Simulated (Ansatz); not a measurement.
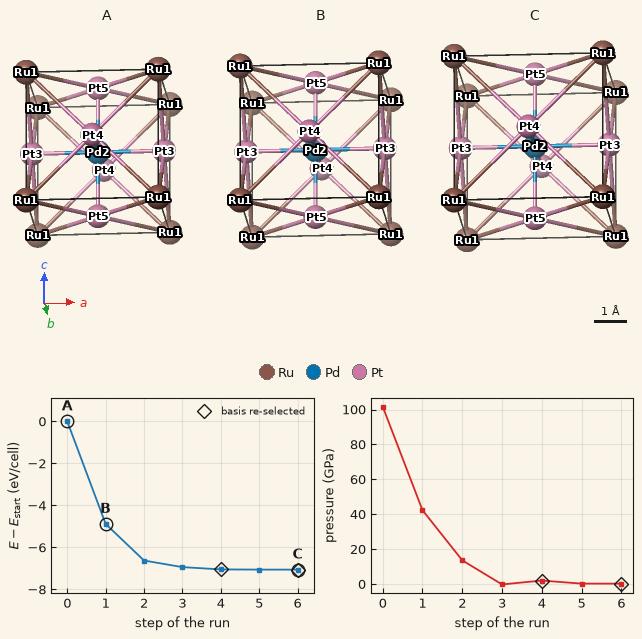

Frames of a relaxation of a crystal of PdRuPt3 (a generated structure, set up in Pm-3m) (coarse preliminary run), marked on the history of the run. A ball-and-stick model of the cell of the calculation, seen from a free direction.

Level of theory: DFT PBE, scalar-relativistic, plane waves, PAW in Ansatz. Settings: plane-wave cutoff 420 eV; k-point mesh 4 × 4 × 4; occupations gaussian; smearing width 0.1 eV; no spin polarisation; cell and atoms relaxed; force threshold 0.04 eV/Å; at most 70 steps.

### What happens along the run?

After 4 accepted moves (6 points after the start) the energy has fallen by 7.054 eV per cell of the calculation. All forces vanish by symmetry, so only the cell relaxes. Pressure: 101.64 GPa at the start and 0.28 GPa at the end. At 2 points the geometry stayed and the basis and grid were re-selected for the new cell (energy shift of 0.109 eV per cell of the calculation at most each time). No atom moves by more than 0.005 Å relative to the cell. Cell: a = b = c 4.207 → 4.733 Å (+12.5 %). Volume +42.4 %. Near-neighbour distances that change, for instance: Ru1–Pt3 2.975 → 3.347 Å, Pd2–Pt3 2.103 → 2.367 Å. The space group stays Pm-3m (No. 221). From step 0 to 1: volume +15.3 %, energy −4.880 eV per cell of the calculation. From step 1 to 6: volume +23.5 %, energy −2.174 eV per cell of the calculation.

Limits of the set-up: the k-point mesh is coarse for a cell with partly filled bands.
